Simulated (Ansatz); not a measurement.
## Fields on a plane of TiC (rock salt)

```
TiC
1.0
    0.00000     2.16652     2.16652
    2.16652     0.00000     2.16652
    2.16652     2.16652     0.00000
C Ti
1 1
Direct
  0.00000   0.00000   0.00000
  0.50000   0.50000   0.50000
```

The slice is a {111} plane (indices of the conventional cell) through the point (0.000, 0.000, 0.000) (fractional), spanned by u = [100] and v = [-1 2 0] in vectors of this cell: u (3.06 Å) and v (5.31 Å, at 90° to u). It covers one period; positions are fractions (u, v).

Atoms on it: C at (0.00, 0.00); C at (0.50, 0.50).

Calculation: PBE (plane waves to 420 eV, PAW, scalar-relativistic; Ansatz, a program for electronic structure). k mesh 18×18×18. Inside the PAW spheres the values are not all-electron values, and peaks at nuclei hang on which shells count as valence. TiC is run without spin polarisation. TiC was relaxed with its symmetry unable to fall.

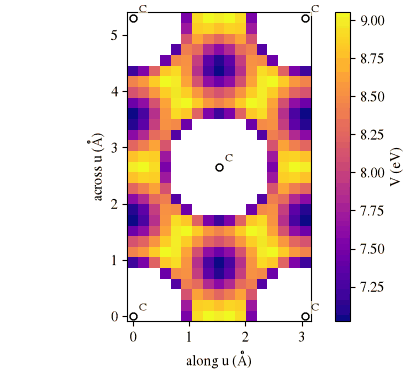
Electrostatic potential energy of an electron, from the cell's mean, in eV, one period of the plane, atoms marked. Points within 0.9 Å of a nucleus are left white, as the pseudised field means little there. The zero, the cell's mean, hangs on the PAW cores.

```
|xx7998521258996x|
|x689974111479996|
|9999862000268999|
|9998741000147899|
|8886420000024688|
|5543210000012345|
|2222222222222222|
|0001234555432100|
|0002468888864200|
|0014789999987410|
|0026899999998620|
|11479986x6999741|
|1258997xxx699852|
|236899xxxxx99863|
|1258996xxx799852|
|11479996x6899741|
|0026899999998620|
|0014789999987410|
|0002468888864200|
|0001234555432100|
|2222222222222222|
|5543210000012345|
|8886420000024688|
|9998741000147899|
|9999862000268999|
|x699974111479986|
|xx6998521258997x|
|xxx99863236899xx|
```
Scale: ten equal steps from 0.08 (start of '0') to 0.80 (end of '9'), in the order '0123456789'. Values: electron localisation function (ELF). The map has 16 points along u (one character each, u = 0 at the left) and 28 along v (v = 0 in the bottom row). Points within 0.4 Å of a nucleus are blanked (x), as the pseudised field means little there.
